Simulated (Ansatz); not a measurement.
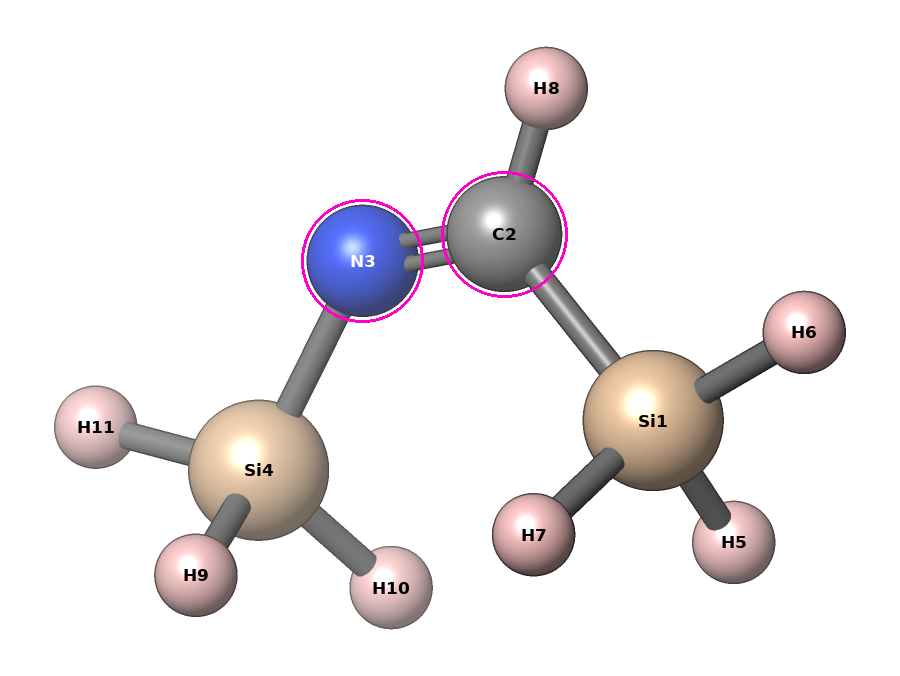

Distant atoms are faded towards the background colour. Circles mark the stereogenic atoms. The computed geometry is a stationary point of PBE0-D4/def2-TZVP, a saddle point of order 2.

Assign CIP descriptors.

Answer. C2=N3: Z.

Write the isomeric SMILES.

Answer. [SiH3]/C=N\[SiH3]
